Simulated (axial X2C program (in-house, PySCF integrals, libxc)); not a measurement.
**Relativistic diatomic calculation, with input and output: In₂⁻**

System: In₂⁻, single determinant with Ω = 1/2 (not the lowest found). The distance is the PBE0 minimum at charge −1.
Method: expectation values, HF and Kohn-Sham, two-component X2C with atomic mean-field Coulomb and Gaunt terms, In dyall-acv3z (cores contracted) (axial X2C program (in-house, PySCF integrals, libxc)).

## Input file
```
{"zs": [49, 49], "q": -1, "bas": ["dyall-acv3z", "dyall-acv3z"], "r0": 2.84, "levels": ["PBE0", "HF", "BP86", "r2SCAN", "LDA"], "nst": 3}
```

The line is the task of a batch: nuclear charges, charge, bases, the levels to run, a first guess of the distance and further settings. This report covers the levels named above. The log is that of the reference distance.

Hardware: 1 thread of Arm Neoverse V1, 24 GiB of memory available, shared host.

The run was one of a batch that the task file lists, launched with:
```bash
python <driver script> task.json out
```

## The program's output
```
two-component X2C + atomic mean field  PBE0
basis functions 290  fitting functions 1496  grid points 5804
iter        total energy     max residual
   1     -11755.263675815     4.25e+00
   2     -11756.460399314     1.03e-02
   3     -11756.457691390     1.72e-02
   4     -11756.466487292     1.29e-03
   5     -11756.466604499     4.53e-04
   6     -11756.466606763     2.22e-04
   7     -11756.466608292     2.03e-05
   8     -11756.466608311     3.36e-06
   9     -11756.466608312     1.56e-06
converged
one-electron -17078.74629441  Coulomb 5206.96340859  exact exchange -79.28460773  xc functional -242.63131715  nuclear repulsion 443.78431136  atomic mean-field constant -6.55210896
```

## Expectation values by level of theory

```tsv
quantity	PBE0	HF	BP86	r2SCAN	LDA
effective field for an electron dipole moment (GV/cm)	−3.37×10⁻⁸	−1.56×10⁻⁹	−3.51×10⁻⁵	−1.56×10⁻⁵	−3.32×10⁻⁵
field gradient at the first nucleus (a.u.)	−1.64	−2.17	−1.43	−1.57	−1.45
field gradient at the second nucleus (a.u.)	−1.64	−2.17	−1.43	−1.57	−1.45
A∥/gI, first nucleus (MHz)	−34.8	−541	120	−65.1	230
A∥/gI, second nucleus (MHz)	−34.8	−541	120	−65.1	230
```

Each column comes from one determinant, in a basis with contracted cores. The levels disagree widely: A∥/gI at the first nucleus runs from −541 to 230 MHz and A∥/gI at the second nucleus runs from −541 to 230 MHz. They may not all have settled in the same state, and these values aren't reliable properties of the molecule.

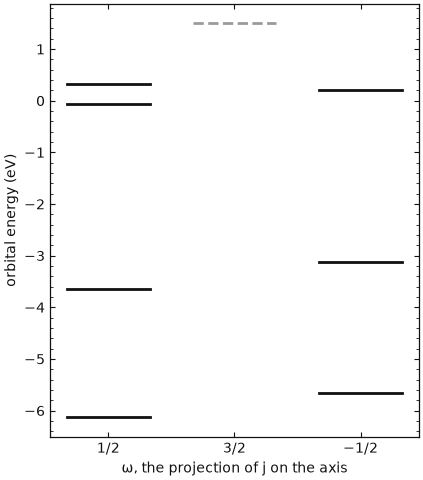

Orbital energies (PBE0) near the frontier at 2.86 Å, filled (solid) and empty (dashed). The highest filled spinor (1/2; 46 % In p, 46 % In p) lies at 0.33 eV, the lowest empty one (3/2; 47 % In p, 47 % In p) at 1.50 eV. A filled level above zero is held only by the finite basis .

## Results in brief

- outcome: converged; the levels of theory disagree widely; a filled level lies above zero
- wall time: 6.9 s
- peak memory: 0.74 GiB

## Remarks

The highest filled level (PBE0, up to 0.33 eV) lies above zero. That is common for anions, where the functional's self-interaction leaves the outer electrons unbound; only the finite basis holds them, so such levels depend on it.
